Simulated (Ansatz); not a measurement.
Molecule (SMILES): C=O (CH2-O).
Atoms: O1, C2, H3, H4. Bonds: O1-C2, C2-H3, C2-H4.

Basis-set convergence of the lowest harmonic wavenumber at HF with Ansatz (a quantum-chemistry and plane-wave program). Each level at its own minimum, finite differences of forces, unscaled; the reference is a large set that could be run, not a limit. All functions are spherical. The program fits the integrals of some runs and decomposes those of others, by size. No added dispersion term, no relativity. Reference: the value in aug-pcseg-2, 1338 cm⁻¹, itself unsure by roughly 2 cm⁻¹ (its mean distance from aug-cc-pVTZ, def2-TZVPPD). Deviations are taken from unrounded values.

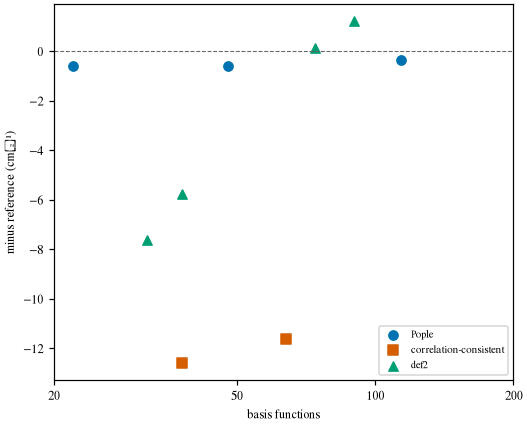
Figure. Deviation from the reference against the number of basis functions, by family of sets.

```csv
basis,functions,lowest harmonic wavenumber (cm⁻¹),minus reference (cm⁻¹)
3-21G,22,1337,-1
def2-SV(P),32,1330,-8
cc-pVDZ,38,1325,-13
def2-SVP,38,1332,-6
6-311G**,48,1337,-1
aug-cc-pVDZ,64,1326,-12
def2-TZVP,74,1338,0
def2-TZVPP,90,1339,1
"6-311++G(3df,3pd)",114,1337,0
```
